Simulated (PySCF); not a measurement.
**C5H5BrOSi: electronic excitations**

Aim: predict the electronic excitations of C5H5BrOSi (`C#C[C@@H]1C(=O)C[Si@@H]1Br`).

The runs use PySCF 2.14.0, with density-fitted response routines of our own; the level of theory stands in each step. All values are computed, except where a source is named. Atoms are numbered from 0 throughout.

**1. The starting structure**

13 atoms, charge 0, multiplicity 1; geometry from: GFN2-xTB.

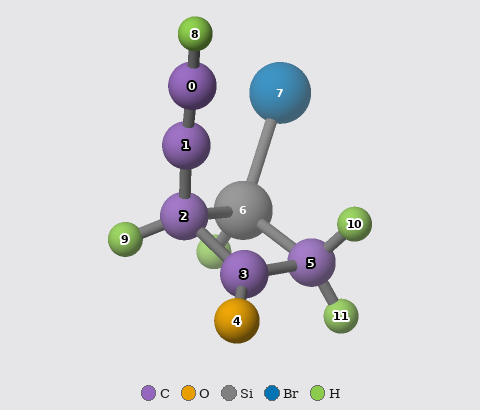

The starting geometry (carbon purple, oxygen amber, silicon grey, bromine blue, hydrogen green), atoms numbered.

**2. Excited states and response: CAM-B3LYP/def2-SVPD**

Job settings and geometry (Å):

```
{"job": {"kind": "uv", "xc": "CAM-B3LYP", "basis": "def2-SVPD", "nstates": 8, "ntriplets": 3}, "charge": 0, "multiplicity": 1}
C      2.632427    -0.518313     0.082192
C      1.487368    -0.573816     0.428974
C      0.092136    -0.568693     0.782589
C     -0.765125    -1.050944    -0.393294
O     -1.065456    -2.171202    -0.678314
C     -1.238016     0.254151    -1.002412
Si    -0.734539     1.158717     0.596385
Br     0.641489     2.870966     0.332580
H      3.644740    -0.499075    -0.189218
H     -0.059163    -1.161955     1.685567
H     -0.610282     0.512210    -1.857066
H     -2.266016     0.221980    -1.355995
H     -1.763951     1.526460     1.550287
```

Level: TDDFT CAM-B3LYP/def2-SVPD, vertical, gas phase, core orbitals frozen in the response.

The run is started by

```
$ OMP_NUM_THREADS=1 python probes_run.py task.json out
```

The driver reads the jobs from task.json and runs them one after another.

The program printed:

```text
coarse grid: 57184 points
cycle   1  E = -3131.6057936687  dE =  4.103e-01  |g| = 8.605e-01  |ddm| = 9.793e+00
cycle   2  E = -3131.3420113631  dE =  2.638e-01  |g| = 1.496e+00  |ddm| = 3.407e+00
cycle   3  E = -3131.7701426227  dE = -4.281e-01  |g| = 1.336e-01  |ddm| = 1.947e+00
cycle   4  E = -3131.7740301171  dE = -3.887e-03  |g| = 5.764e-02  |ddm| = 3.670e-01
cycle   5  E = -3131.7747891452  dE = -7.590e-04  |g| = 2.151e-02  |ddm| = 1.662e-01
cycle   6  E = -3131.7748859636  dE = -9.682e-05  |g| = 7.462e-03  |ddm| = 4.193e-02
cycle   7  E = -3131.7749012700  dE = -1.531e-05  |g| = 1.796e-03  |ddm| = 2.143e-02
cycle   8  E = -3131.7749022443  dE = -9.743e-07  |g| = 5.309e-04  |ddm| = 5.339e-03
final grid: 119112 points
cycle   9  E = -3131.7749201692  dE = -5.508e-08  |g| = 5.233e-04  |ddm| = 5.898e-03
cycle  10  E = -3131.7749201321  dE =  3.710e-08  |g| = 7.134e-04  |ddm| = 1.702e-03
cycle  11  E = -3131.7749202318  dE = -9.969e-08  |g| = 1.184e-04  |ddm| = 8.623e-04
cycle  12  E = -3131.7749202349  dE = -3.119e-09  |g| = 2.233e-05  |ddm| = 1.825e-04
cycle  13  E = -3131.7749202351  dE = -2.069e-10  |g| = 1.062e-05  |ddm| = 9.696e-05
converged SCF energy = -3131.7749202351

Static polarisability (au): isotropic 101.045, principal 80.595 106.632 115.906

Singlet excitations
state   eV       nm        f      main configurations
  1   4.1075    301.8   0.00056   H->L 0.72
  2   5.5416    223.7   0.00211   H-1->L 0.72, H->L 0.12
  3   6.1247    202.4   0.00078   H-2->L 0.54, H->L+1 0.10, H-1->L 0.08
  4   6.4050    193.6   0.00487   H->L+1 0.21, H-4->L 0.15
  5   6.4903    191.0   0.02647   H->L+1 0.15, H->L+2 0.15, H-2->L 0.10
  6   6.6313    187.0   0.03018   H-1->L+1 0.14, H-1->L+4 0.11, H->L+1 0.09
  7   6.6882    185.4   0.00890   H-3->L 0.42, H->L+1 0.15
  8   6.8178    181.9   0.02472   H-3->L 0.23, H->L+5 0.08, H-2->L 0.08

Triplet excitations (Tamm-Dancoff, eV): 3.6378 5.1896 5.3341
```

Wall time 2 min (1 thread of Arm Neoverse N1, shared host); peak memory 1 GiB.

The orbitals next to the gap, with their largest atomic shares:

```tsv
orbital	eV	atoms
HOMO−3	-10.14	Br7 78 %, Si6 8 %
HOMO−2	-9.87	Br7 30 %, C1 18 %, C0 17 %
HOMO−1	-9.23	C0 32 %, C1 29 %, C2 11 %
HOMO	-8.67	O4 30 %, C0 17 %, C1 13 %
LUMO	-0.36	C3 24 %, O4 20 %, Br7 11 %
LUMO+1	0.71	Br7 30 %, Si6 23 %, H12 13 %
LUMO+2	0.81	Br7 32 %, Si6 26 %, H12 11 %
```

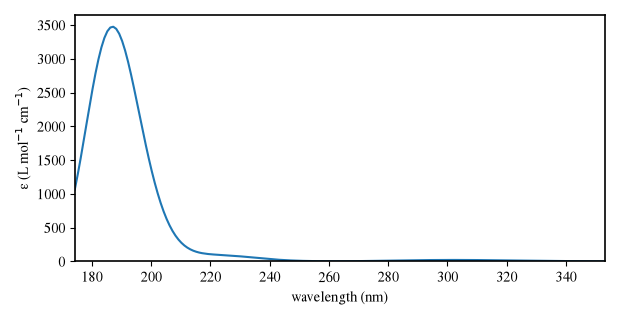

Absorption spectrum: each of the 8 states is a Gaussian band of 0.4 eV half-width at 1/e. Beyond the last state computed it falls off for lack of states.

Ground-state properties from the same run:

```tsv
property	computed
dipole moment (D)	2.21
polarisability (Å³)	14.97
HOMO–LUMO gap (eV)	8.31
−ε(HOMO) (eV)	8.67
```

**3. What came out**

```
                                quantity                        value
    lowest singlet (CAM-B3LYP/def2-SVPD)  4.11 eV (302 nm), f = 0.001
brightest single state of those computed  state 6, 6.63 eV, f = 0.030
                          lowest triplet                      3.64 eV
```

The lowest singlet, at 4.11 eV, is HOMO→LUMO 0.72 and is dark; of the 8 states computed, the strongest absorption comes from state 6 at 6.63 eV. The lowest triplet lies 0.47 eV below the lowest singlet (triplets in Tamm-Dancoff, singlets in full TDDFT).
